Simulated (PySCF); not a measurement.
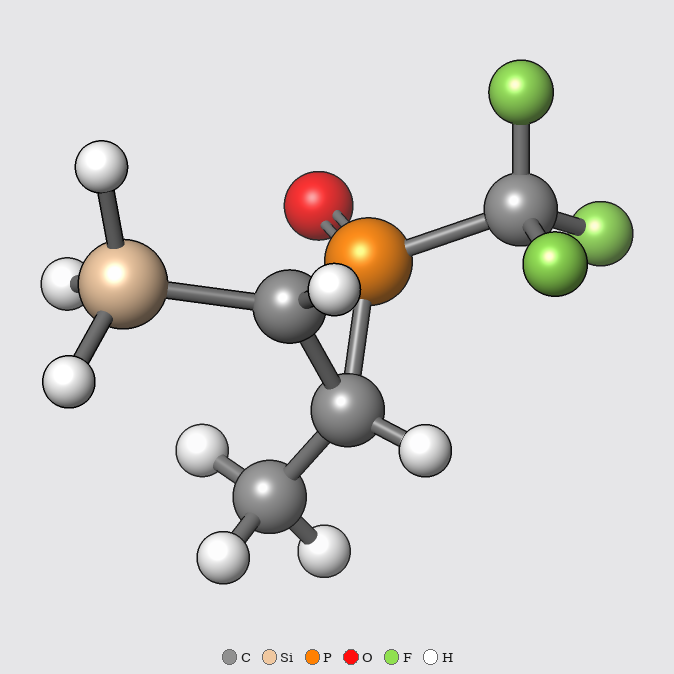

The computed structure is the end point of a PBE0-D3(BJ)/def2-SVP optimisation. No frequency run is at hand to confirm it as a minimum.

Give the structural formula.

SMILES: C[C@@H]1[C@H]([SiH3])[P@@]1(=O)C(F)(F)F

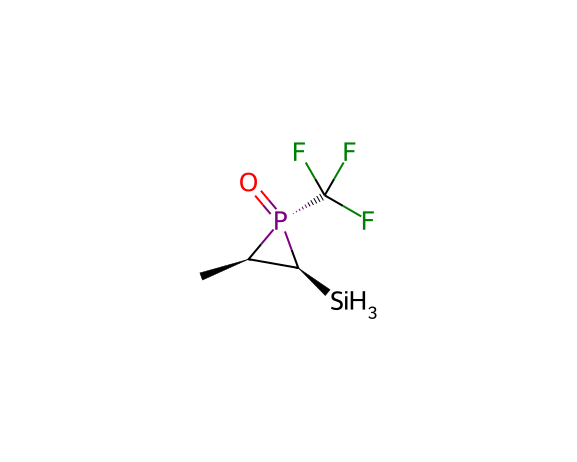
